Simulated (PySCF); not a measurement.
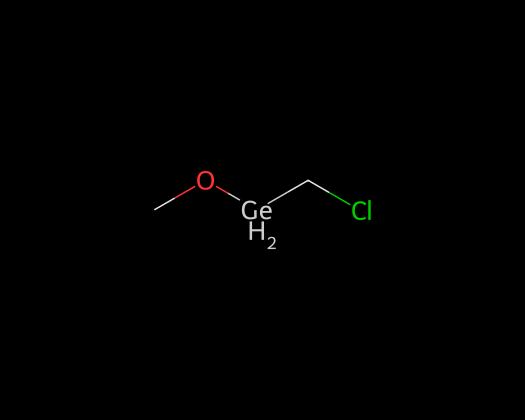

Source: calculation with PySCF.

2D structure.

**Give its SMILES.**

C[O][GeH2][CH2]Cl

**What is the molecular formula?**

C2H7ClGeO.

**An optimisation with PBE0-D3(BJ)/def2-SVP gave a structure of which point group?**

C1. Other conformers may differ.
